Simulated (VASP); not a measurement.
Band structure of WO (relaxed from the CsCl type structure, space group Pm-3m). Method: r2SCAN meta-GGA, VASP's PBE PAW potentials (set 64) (plane waves; VASP 6.6.1).

Unless said otherwise, spin-orbit coupling is left out, though it shifts the bands of the heavy elements here.

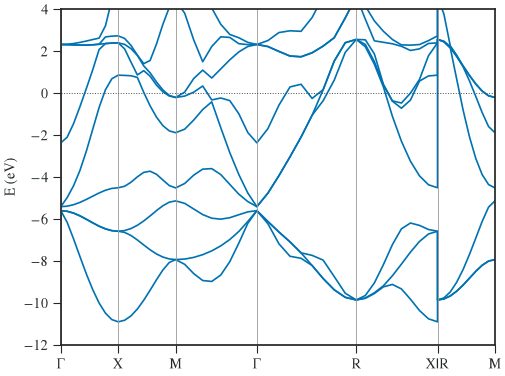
Fig. 1. Bands along high-symmetry lines, zero at the valence-band maximum or, without a gap, the Fermi level

**Question.** Read the plot: is there a gap, and where are the band edges?

**Answer.** It has no gap at this level: it comes out as a metal or semimetal.

The structure was generated: WO was put into the CsCl type type (Pm-3m), which need not be its known phase. It was relaxed first, which changed the volume by -15 %.
